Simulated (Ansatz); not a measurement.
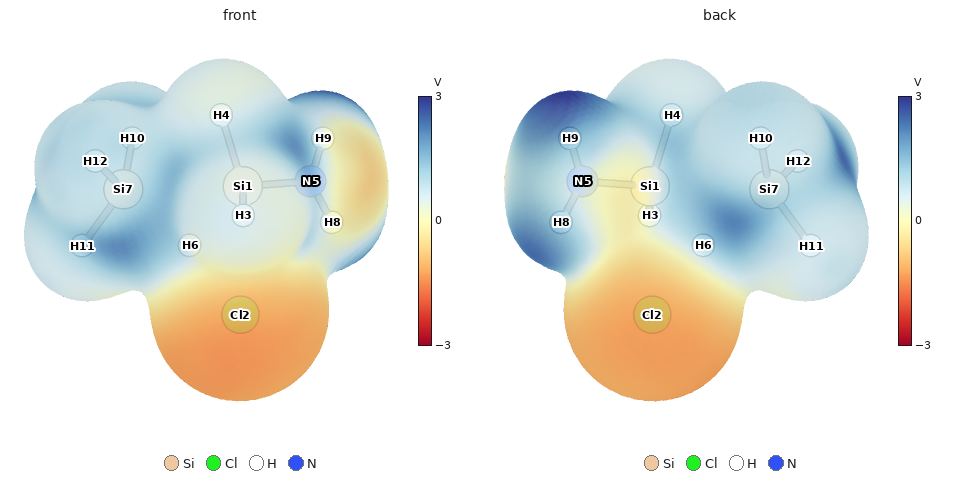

The picture shows: H₄NSi···Cl···H···H₃Si. The electrostatic potential painted on the density surface at 0.004 e/bohr³, seen from the front and from behind; the colour scale runs from red (negative) to blue (positive).

A transition-state structure; geometry: PBE0-D4/def2-TZVP.

These are results of RKS PBE0-D4/def2-TZVPP (Ansatz 0.2.0), not measurements.

Input

```
crystal:
  periodic: [false, false, false]
  atoms:
    - {symbol: Si, position_ang: [-0.879556, -0.190653, 0.206762]}
    - {symbol: Cl, position_ang: [0.377772, -2.162721, -1.098286]}
    - {symbol: H, position_ang: [-1.917320, -0.458734, -0.800056]}
    - {symbol: H, position_ang: [-1.135276, 1.172728, 0.782529]}
    - {symbol: N, position_ang: [-0.630812, -1.135737, 1.575475]}
    - {symbol: H, position_ang: [0.497830, -0.456999, -0.847862]}
    - {symbol: Si, position_ang: [0.962177, 1.229536, -0.874870]}
    - {symbol: H, position_ang: [-0.284372, -2.077856, 1.507033]}
    - {symbol: H, position_ang: [-0.551181, -0.718413, 2.487002]}
    - {symbol: H, position_ang: [1.557442, 1.739564, 0.382330]}
    - {symbol: H, position_ang: [2.012987, 0.875323, -1.860948]}
    - {symbol: H, position_ang: [-0.009692, 2.184062, -1.459209]}
basis:
  gaussian: {orbitals: def2-TZVPP}
hamiltonian: {xc: pbe0, dispersion: d4}
output: {orbitals: {seedname: orbitals}}
```

Command:

```sh
ansatz run in.yaml --threads 4 --pin off --events-out ev --progress --plain --max-ram 9574MiB
```

### Where is the surface potential most negative and most positive?

The most negative region (about −1.4 V) lies over Cl2, the most positive (about +2.9 V) over H9.
